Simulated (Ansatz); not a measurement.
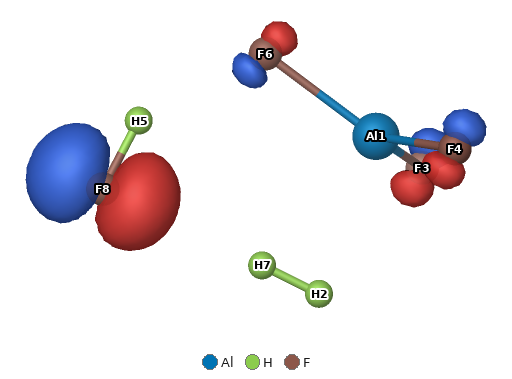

The picture shows: AlF3···H2···HF. The HOMO−1 at ±0.3 Å⁻³ᐟ² (red and blue are the two phases), seen across its widest extent.

The product side of a reaction path; geometry: PBE0-D4/def2-TZVP.

All numbers below come from RKS PBE0-D4/def2-TZVPP (Ansatz).

```xyz
8

Al   -0.8709   -0.6114   -0.2767
H     0.4161    0.5378   -1.3340
F    -0.4215   -1.9318   -1.1243
F    -2.1230    0.3184   -0.7579
H     1.0009    0.4892    1.6082
F    -0.3924   -0.5078    1.3070
H     0.7381    0.6646   -0.6520
F     1.6529    1.0411    1.2298
```

**Describe this orbital and give its energy.**

By Hirshfeld shares it lies mainly on F8 (about 70 %), F4 (about 5 %) and F3 (about 5 %); largely a lone pair of F8. Its energy is −11.78 eV.
